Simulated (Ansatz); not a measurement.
# AlGeH₂ (doublet): correlated methods under varied settings at a displaced geometry (v1)

Aim: run AlGeH₂ (doublet) at one geometry under a spread of methods and options, and see what each costs and gives.

Computed with Ansatz 0.2.0, Gaussian basis. Level: the settings change from run to run.

28 further runs of the same task are left out: 2 for a known fault of the program, 15 that didn't finish, 11 set aside as unsound or not needed. Runs told in other sessions of the task aren't counted.

## Step 1: The geometry

The geometry is a PBE0/def2-TZVP stationary point (not a proven minimum) with its atoms shifted at random (size 0.040 Å). No spin-orbit coupling is included. The filled d shell of Ge may be among the frozen orbitals whatever the setting's name suggests.

4 atoms, charge 0, spin multiplicity 2.

Atoms are counted from 1 here; the program's logs count them from 0.

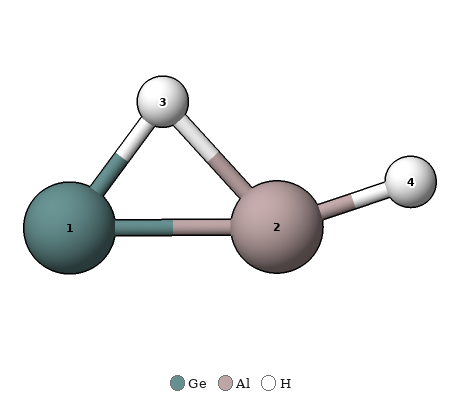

The geometry (germanium teal, aluminium light grey, hydrogen white); atoms are numbered from 1 in the order of the file.

## Step 2: MP2 on UHF/def2-SVP

in.yaml

```yaml
crystal:
  periodic: [false, false, false]
  atoms:
    - {symbol: Ge, position_ang: [0.000306, 0.007370, 0.676761]}
    - {symbol: Al, position_ang: [-0.000528, -0.085587, -1.684371]}
    - {symbol: H, position_ang: [0.047436, 1.401812, -0.453577]}
    - {symbol: H, position_ang: [-0.055340, 0.358114, -3.230139]}
basis:
  gaussian: {orbitals: def2-SVP}
magnetization: {spin_polarized: true, initial_magnetization: 1}
correlation: {method: mp2, electrons: valence}
```

Started as:

```sh
$ ansatz run in.yaml --threads 1 --pin off --events-out ev --progress --plain --max-ram 2393MiB
```

Standard output:

```text
Functional definition: HF
  name "HF"
  cite "Fock, Z. Phys. 61, 126 (1930) doi:10.1007/BF01340294"
  parent pbe
  exchange = exact_x
  correlation = 0
579 factors; integrals over basis functions are off by at most 1.2e-3 eV
mean field evaluation 1: about -63076.6755 eV, gradient 6.0e0 eV
mean field evaluation 2: about -63076.6786 eV, gradient 6.0e0 eV
mean field evaluation 4: about -63077.2492 eV, gradient 6.1e-1 eV
mean field evaluation 8: about -63077.2601 eV, gradient 1.1e-2 eV
mean field evaluation 16: about -63077.2556 eV, gradient 1.7e-1 eV
mean field -63077.26013620 eV, -2318.0465547027 hartree, gradient 2.7e-6 eV, S^2 0.764321; 4 other end points of the search recorded, 0 dependent functions left out
14 core orbitals not correlated: weight in the atoms' cores, before any rotation towards them, 1.000 or more for the frozen orbitals, at most 0.000 for the correlated occupied ones
reference -63077.26013620 eV, -2318.0465547027 hartree; 10, 9 occupied and 36, 37 virtual orbitals, 579 factors
second order -7.29914737 eV of doubles, -0.00000000 eV of singles
Total energy: -63084.55928357 eV, -2318.3147934211 hartree
```

Wall time 1.5 s (1 thread of Arm Neoverse V1, shared host).

From the report: ⟨S²⟩ of the determinant 0.764 (pure doublet: 0.75).

## Step 3: MP2 on ROHF/STO-3G

in.yaml, as its differences from that of step 2:

```diff
@@ -8,4 +8,4 @@
 basis:
-  gaussian: {orbitals: def2-SVP}
-magnetization: {spin_polarized: true, initial_magnetization: 1}
-correlation: {method: mp2, electrons: valence}
+  gaussian: {orbitals: STO-3G, fitting: {mean_field: def2-universal-jkfit}}
+magnetization: {spin_polarized: false, initial_magnetization: 1}
+correlation: {method: mp2, electrons: all}
```

Same command.

Standard output:

```text
Functional definition: HF
  name "HF"
  cite "Fock, Z. Phys. 61, 126 (1930) doi:10.1007/BF01340294"
  parent pbe
  exchange = exact_x
  correlation = 0
430 factors; integrals over basis functions are off by at most 1.6e-2 eV
mean field evaluation 1: about -62361.4843 eV, gradient 1.4e1 eV
mean field evaluation 2: about -62362.3002 eV, gradient 5.0e0 eV
mean field evaluation 4: about -62362.5185 eV, gradient 3.0e-1 eV
mean field -62362.52010561 eV, -2291.7803430467 hartree, gradient 7.9e-7 eV, S^2 0.750000; 0 other end points of the search recorded, 0 dependent functions left out
mean field evaluation 8: about -62361.4677 eV, gradient 1.0e1 eV
mean field evaluation 16: about -62362.2672 eV, gradient 2.0e0 eV
reference -62362.52010561 eV, -2291.7803430467 hartree; 24, 23 occupied and 5, 6 virtual orbitals, 430 factors
second order -1.92345281 eV of doubles, -0.01169462 eV of singles
Total energy: -62364.45525304 eV, -2291.8514584031 hartree
```

Run time: 0.6 s. Hardware: 1 thread of Arm Neoverse V1, shared host.

## Step 4: CASCI(3,4)/STO-3G

in.yaml, as its differences from that of step 3:

```diff
@@ -8,4 +8,5 @@
 basis:
-  gaussian: {orbitals: STO-3G, fitting: {mean_field: def2-universal-jkfit}}
+  gaussian: {orbitals: STO-3G}
 magnetization: {spin_polarized: false, initial_magnetization: 1}
-correlation: {method: mp2, electrons: all}
+correlation: {active_space: {window: {electrons: 3, orbitals: 4}, fixed_orbitals: true}}
+accuracy: high
```

Launched as before.

Standard output:

```text
Functional definition: HF
  name "HF"
  cite "Fock, Z. Phys. 61, 126 (1930) doi:10.1007/BF01340294"
  parent pbe
  exchange = exact_x
  correlation = 0
419 factors; integrals over basis functions are off by at most 1.7e-8 eV
mean field evaluation 1: about -62361.4400 eV, gradient 1.4e1 eV
mean field evaluation 2: about -62361.4592 eV, gradient 1.4e1 eV
mean field evaluation 4: about -62362.4733 eV, gradient 1.8e0 eV
mean field evaluation 8: about -62362.4982 eV, gradient 1.5e-3 eV
mean field -62362.49815399 eV, -2291.7795363396 hartree, gradient 1.3e-8 eV, S^2 0.750000; 0 other end points of the search recorded, 0 dependent functions left out
reference -62362.49815399 eV, -2291.7795363396 hartree; 24, 23 occupied and 5, 6 virtual orbitals, 419 factors
state -62362.95187289 eV, -2291.7962102015 hartree
Total energy: -62362.95187289 eV, -2291.7962102015 hartree
```

It took 0.3 s on 1 thread of Arm Neoverse V1, shared host.

From the report: 24 determinants; active occupations 1.95, 0.99, 0.05, 0.01.

## Step 5: CCSD on ROHF/def2-SVP

in.yaml, as its differences from that of step 4:

```diff
@@ -8,5 +8,6 @@
 basis:
-  gaussian: {orbitals: STO-3G}
+  gaussian: {orbitals: def2-SVP}
 magnetization: {spin_polarized: false, initial_magnetization: 1}
-correlation: {active_space: {window: {electrons: 3, orbitals: 4}, fixed_orbitals: true}}
-accuracy: high
+correlation: {method: ccsd, electrons: outside_noble_gas}
+scf: {lower_state_search: full}
+output: {forces: true}
```

Launched as before.

Standard output, cut to the lines that bear on the results:

```text
Functional definition: HF
  name "HF"
  cite "Fock, Z. Phys. 61, 126 (1930) doi:10.1007/BF01340294"
  parent pbe
[...]
579 factors; integrals over basis functions are off by at most 1.2e-3 eV
[...]
mean field -63077.18686720 eV, -2318.0438621166 hartree, gradient 1.7e-6 eV, S^2 0.750000; 7 other end points of the search recorded, 0 dependent functions left out
[...]
determinant -63077.18686720 eV, -2318.0438621166 hartree, with singles and doubles -63081.82242885 eV, -2318.2142158653 hartree
determinant -63075.40679289 eV, -2317.9784455924 hartree, with singles and doubles -63080.25719268 eV, -2318.1566944970 hartree
determinant -63074.72207283 eV, -2317.9532825943 hartree, with singles and doubles -63079.23488620 eV, -2318.1191254267 hartree
19 core orbitals not correlated: weight in the atoms' cores, before any rotation towards them, 1.000 or more for the frozen orbitals, at most 0.000 for the correlated occupied ones
reference -63077.18686720 eV, -2318.0438621166 hartree; 5, 4 occupied and 36, 37 virtual orbitals, 579 factors
second order -3.73051955 eV of doubles, -0.04051565 eV of singles
cycle   1  -4.63561273 eV  change   -5.1e-5 eV  update   8.9e-4
[...]
cycle  11  -4.63569183 eV  change    1.3e-7 eV  update   7.1e-7
[...]
Total energy: -63081.82255903 eV, -2318.2142206491 hartree
Atom 0 at     0.000306     0.007370     0.676761 Å, force     0.022137     0.311531    -0.013020 eV/Å
Atom 1 at    -0.000528    -0.085587    -1.684371 Å, force    -0.024614     0.245715    -0.346085 eV/Å
Atom 2 at     0.047436     1.401812    -0.453577 Å, force    -0.021279    -0.485103     0.088048 eV/Å
Atom 3 at    -0.055340     0.358114    -3.230139 Å, force     0.023756    -0.072143     0.271057 eV/Å
Dipole moment:     0.003711    -0.113946    -0.266132 e Å
```

It took 8 s on 1 thread of Arm Neoverse V1, shared host.

From the report: correlation -4.6357 eV; T1 0.024; largest double amplitude 0.07.

## Step 6: CISD/cc-pVDZ

in.yaml, as its differences from that of step 5:

```diff
@@ -8,6 +8,5 @@
 basis:
-  gaussian: {orbitals: def2-SVP}
+  gaussian: {orbitals: cc-pVDZ}
 magnetization: {spin_polarized: false, initial_magnetization: 1}
-correlation: {method: ccsd, electrons: outside_noble_gas}
-scf: {lower_state_search: full}
-output: {forces: true}
+correlation: {active_space: {ras: {orbitals: [4, 1, 31], electrons: 9, max_holes: 2, max_particles: 2}, fixed_orbitals: true}}
+scf: {lower_state_search: off}
```

The command is unchanged.

Standard output:

```text
Functional definition: HF
  name "HF"
  cite "Fock, Z. Phys. 61, 126 (1930) doi:10.1007/BF01340294"
  parent pbe
  exchange = exact_x
  correlation = 0
these checks for a lower state are left out or cut short: stability, starts, cluster_reference, orbital_swaps, neighbouring_geometries, increment
596 factors; integrals over basis functions are off by at most 1.4e-3 eV
mean field evaluation 1: about -63085.1567 eV, gradient 7.7e0 eV
mean field evaluation 2: about -63085.1603 eV, gradient 7.7e0 eV
mean field evaluation 4: about -63085.6715 eV, gradient 6.3e-1 eV
mean field evaluation 8: about -63085.6773 eV, gradient 1.1e-3 eV
mean field -63085.67727337 eV, -2318.3558787884 hartree, gradient 2.9e-6 eV, S^2 0.750000; 0 other end points of the search recorded, 0 dependent functions left out
reference -63085.67727337 eV, -2318.3558787884 hartree; 24, 23 occupied and 31, 32 virtual orbitals, 596 factors
state -63089.98916146 eV, -2318.5143377531 hartree
Total energy: -63089.98916146 eV, -2318.5143377531 hartree
Checks for a lower state left out: stability, starts, cluster_reference, orbital_swaps, neighbouring_geometries, increment
```

Run time: 1.6 s. Hardware: 1 thread of Arm Neoverse V1, shared host.

From the report: 40,956 determinants.

## Step 7: NEVPT2(3,2)/cc-pVDZ

in.yaml

```yaml
crystal:
  periodic: [false, false, false]
  atoms:
    - {symbol: Ge, position_ang: [0.000306, 0.007370, 0.676761]}
    - {symbol: Al, position_ang: [-0.000528, -0.085587, -1.684371]}
    - {symbol: H, position_ang: [0.047436, 1.401812, -0.453577]}
    - {symbol: H, position_ang: [-0.055340, 0.358114, -3.230139]}
basis:
  gaussian: {orbitals: cc-pVDZ, fitting: {mean_field: def2-universal-jkfit}}
magnetization: {spin_polarized: false, initial_magnetization: 1}
correlation: {method: sc_nevpt2, electrons: outside_noble_gas, active_space: {window: {electrons: 3, orbitals: 2}}}
```

Launched as before.

Standard output:

```text
Functional definition: HF
  name "HF"
  cite "Fock, Z. Phys. 61, 126 (1930) doi:10.1007/BF01340294"
  parent pbe
  exchange = exact_x
  correlation = 0
430 factors; integrals over basis functions are off by at most 4.2e-1 eV
mean field evaluation 1: about -63085.1600 eV, gradient 7.7e0 eV
mean field evaluation 2: about -63085.6039 eV, gradient 2.5e0 eV
mean field evaluation 4: about -63085.6752 eV, gradient 2.4e-1 eV
mean field -63085.67630223 eV, -2318.3558430999 hartree, gradient 6.4e-7 eV, S^2 0.750000; 0 other end points of the search recorded, 0 dependent functions left out
reference -63085.67630223 eV, -2318.3558430999 hartree; 24, 23 occupied and 31, 32 virtual orbitals, 430 factors
state -63085.67630223 eV, -2318.3558430999 hartree
state -63085.67630223 eV, -2318.3558430999 hartree; corrected -63089.34359534 eV, -2318.4906136358 hartree
WARN: 1 active orbitals are nearly empty or full. The corrections depend on them more than the energy does, and are more stable in an active space without them
Total energy: -63089.34359534 eV, -2318.4906136358 hartree
```

Wall time 1.8 s (1 thread of Arm Neoverse V1, shared host).

From the report: 2 determinants; active occupations 2.00, 1.00. The report marks this result as in doubt.

## Step 8: CCSD(T) on ROHF/6-31G

in.yaml, as its differences from that of step 7:

```diff
@@ -8,4 +8,4 @@
 basis:
-  gaussian: {orbitals: cc-pVDZ, fitting: {mean_field: def2-universal-jkfit}}
+  gaussian: {orbitals: 6-31G}
 magnetization: {spin_polarized: false, initial_magnetization: 1}
-correlation: {method: sc_nevpt2, electrons: outside_noble_gas, active_space: {window: {electrons: 3, orbitals: 2}}}
+correlation: {method: ccsd_t, electrons: outside_noble_gas}
```

Same command.

Standard output, cut to the lines that bear on the results:

```text
Functional definition: HF
  name "HF"
  cite "Fock, Z. Phys. 61, 126 (1930) doi:10.1007/BF01340294"
  parent pbe
[...]
452 factors; integrals over basis functions are off by at most 2.6e-4 eV
[...]
mean field -63076.22467966 eV, -2318.0085023770 hartree, gradient 2.9e-6 eV, S^2 0.750000; 2 other end points of the search recorded, 0 dependent functions left out
[...]
determinant -63076.22467966 eV, -2318.0085023770 hartree, with singles and doubles -63079.09309834 eV, -2318.1139148191 hartree
determinant -63074.33481468 eV, -2317.9390511200 hartree, with singles and doubles -63077.58797179 eV, -2318.0586024384 hartree
determinant -63073.73405256 eV, -2317.9169735190 hartree, with singles and doubles -63076.48283929 eV, -2318.0179895684 hartree
19 core orbitals not correlated: weight in the atoms' cores, before any rotation towards them, 0.999 or more for the frozen orbitals, at most 0.000 for the correlated occupied ones
reference -63076.22467966 eV, -2318.0085023770 hartree; 5, 4 occupied and 22, 23 virtual orbitals, 452 factors
second order -2.16270425 eV of doubles, -0.01629961 eV of singles
cycle   1  -2.87056784 eV  change   -1.0e-1 eV  update   1.7e-2
[...]
cycle  10  -2.88351584 eV  change    2.1e-7 eV  update   7.0e-6
perturbative correction -0.09544352 eV, -0.0035074848 hartree
Total energy: -63079.20363903 eV, -2318.1179771143 hartree
```

Run time: 2.2 s. Hardware: 1 thread of Arm Neoverse V1, shared host.

From the report: correlation -2.9790 eV; T1 0.031; largest double amplitude 0.08.

## Step 9: CCSD(T) on UHF/cc-pVDZ

in.yaml, as its differences from that of step 8:

```diff
@@ -8,4 +8,5 @@
 basis:
-  gaussian: {orbitals: 6-31G}
-magnetization: {spin_polarized: false, initial_magnetization: 1}
-correlation: {method: ccsd_t, electrons: outside_noble_gas}
+  gaussian: {orbitals: cc-pVDZ}
+magnetization: {spin_polarized: true, initial_magnetization: 1}
+correlation: {method: ccsd_t, electrons: outside_noble_gas, diis_vectors: 1}
+output: {forces: true}
```

The command is unchanged.

Standard output, cut to the lines that bear on the results:

```text
Functional definition: HF
  name "HF"
  cite "Fock, Z. Phys. 61, 126 (1930) doi:10.1007/BF01340294"
  parent pbe
[...]
596 factors; integrals over basis functions are off by at most 1.4e-3 eV
[...]
mean field -63085.74984896 eV, -2318.3585458924 hartree, gradient 4.7e-6 eV, S^2 0.765628; 4 other end points of the search recorded, 0 dependent functions left out
19 core orbitals not correlated: weight in the atoms' cores, before any rotation towards them, 1.000 or more for the frozen orbitals, at most 0.000 for the correlated occupied ones
reference -63085.74984896 eV, -2318.3585458924 hartree; 5, 4 occupied and 31, 32 virtual orbitals, 596 factors
second order -3.69005383 eV of doubles, -0.00000000 eV of singles
cycle   1  -4.31290649 eV  change   -6.2e-1 eV  update   8.0e-2
[...]
cycle  27  -4.59858527 eV  change    4.3e-8 eV  update   2.6e-7
perturbative correction -0.18227716 eV, -0.0066985621 hartree
[...]
Total energy: -63090.53071139 eV, -2318.5342393459 hartree
Atom 0 at     0.000306     0.007370     0.676761 Å, force     0.021040     0.281636     0.332497 eV/Å
Atom 1 at    -0.000528    -0.085587    -1.684371 Å, force    -0.021651     0.106534    -0.553460 eV/Å
Atom 2 at     0.047436     1.401812    -0.453577 Å, force    -0.017288    -0.363201     0.122258 eV/Å
Atom 3 at    -0.055340     0.358114    -3.230139 Å, force     0.017899    -0.024969     0.098705 eV/Å
Dipole moment:     0.003357    -0.105695    -0.211793 e Å
```

Wall time 8 s (1 thread of Arm Neoverse V1, shared host).

From the report: ⟨S²⟩ of the determinant 0.766 (pure doublet: 0.75); correlation -4.7809 eV; T1 0.026; largest double amplitude 0.08.

## Step 10: CCSDT on ROHF/6-31G*

in.yaml, as its differences from that of step 9:

```diff
@@ -8,5 +8,5 @@
 basis:
-  gaussian: {orbitals: cc-pVDZ}
-magnetization: {spin_polarized: true, initial_magnetization: 1}
-correlation: {method: ccsd_t, electrons: outside_noble_gas, diis_vectors: 1}
+  gaussian: {orbitals: "6-31G*", point_charges: [{charge: 0.50, position_ang: [3.176, 0.779, -0.731]}]}
+magnetization: {spin_polarized: false, initial_magnetization: 1}
+correlation: {method: ccsdt, electrons: outside_noble_gas}
 output: {forces: true}
```

The command is unchanged.

Standard output, cut to the lines that bear on the results:

```text
Functional definition: HF
  name "HF"
  cite "Fock, Z. Phys. 61, 126 (1930) doi:10.1007/BF01340294"
  parent pbe
[...]
960 factors; integrals over basis functions are off by at most 2.7e-7 eV
[...]
mean field -63078.28119503 eV, -2318.0840779226 hartree, gradient 2.8e-6 eV, S^2 0.750000; 4 other end points of the search recorded, 0 dependent functions left out
[...]
determinant -63078.28119503 eV, -2318.0840779226 hartree, with singles and doubles -63082.44784527 eV, -2318.2371994948 hartree
determinant -63076.78911939 eV, -2318.0292451541 hartree, with singles and doubles -63081.19075318 eV, -2318.1910022126 hartree
determinant -63075.45922905 eV, -2317.9803725857 hartree, with singles and doubles -63079.56679150 eV, -2318.1313227217 hartree
19 core orbitals not correlated: weight in the atoms' cores, before any rotation towards them, 1.000 or more for the frozen orbitals, at most 0.000 for the correlated occupied ones
reference -63078.28119503 eV, -2318.0840779226 hartree; 5, 4 occupied and 34, 35 virtual orbitals, 960 factors
second order -3.30001505 eV of doubles, -0.03667915 eV of singles
cycle   1  -3.89189269 eV  change   -5.5e-1 eV  update   9.0e-2
[...]
cycle  21  -4.38401653 eV  change    6.1e-7 eV  update   4.2e-7
[...]
Total energy: -63082.66521156 eV, -2318.2451875586 hartree
Atom 0 at     0.000306     0.007370     0.676761 Å, force     0.139437     0.171327     0.304643 eV/Å
Atom 1 at    -0.000528    -0.085587    -1.684371 Å, force    -0.034347    -0.017228    -0.466784 eV/Å
Atom 2 at     0.047436     1.401812    -0.453577 Å, force    -0.044492    -0.143073     0.037771 eV/Å
Atom 3 at    -0.055340     0.358114    -3.230139 Å, force    -0.015856     0.017699     0.043577 eV/Å
Dipole moment:    -0.284405    -0.121961    -0.209543 e Å
```

It took 1.8 min on 1 thread of Arm Neoverse V1, shared host; peak memory 0.91 GiB.

From the report: correlation -4.3840 eV; T1 0.027; largest double amplitude 0.09.

## Step 11: All runs side by side

Where basis and cores are those of an earlier UCCSDT(Q)/cc-pVDZ run (-63090.5832 eV), and the records show the same count of frozen orbitals and kind of state, the miss against it is given; a blank cell means that this couldn't be shown. † marks a result that the program doubts.

| level | correlated | functions | energy (eV) | from UCCSDT(Q) (meV) | time |
| --- | --- | --- | --- | --- | --- |
| MP2 on UHF/def2-SVP | valence | 60 | -63084.5593 |  | 1.5 s |
| MP2 on ROHF/STO-3G | all | 29 | -62364.4553 |  | 0.6 s |
| CASCI(3,4)/STO-3G |  | 29 | -62362.9519 |  | 0.3 s |
| CCSD on ROHF/def2-SVP | outside noble gas | 60 | -63081.8226 |  | 8 s |
| CISD/cc-pVDZ | outside noble gas | 55 | -63089.9892 | 594.1 | 1.6 s |
| NEVPT2(3,2)/cc-pVDZ † | outside noble gas | 55 | -63089.3436 | 1239.7 | 1.8 s |
| CCSD(T) on ROHF/6-31G | outside noble gas | 46 | -63079.2036 |  | 2.2 s |
| CCSD(T) on UHF/cc-pVDZ | outside noble gas | 55 | -63090.5307 | 52.5 | 8 s |
| CCSDT on ROHF/6-31G* (beside a point charge) | outside noble gas | 58 | -63082.6652 |  | 1.8 min |

## Step 12: What came out

| quantity | value |
| --- | --- |
| runs | 9 |
| quickest | CASCI(3,4)/STO-3G, 0.3 s |
| slowest | CCSDT on ROHF/6-31G* (beside a point charge), 1.8 min |

Total energies in different bases, with other cores or another treatment of relativity can't be set against each other. «valence» and «outside noble gas» are the program's key words; the logs give how many orbitals each freezes, and for Ga to Kr the 3d shell needn't follow the word's plain sense. CCSDT on ROHF/6-31G* (beside a point charge) took 358 times as long as CASCI(3,4)/STO-3G; the jobs differ in more than the method. Among the correlated runs with a miss given, it spans +53 to +1240 meV.
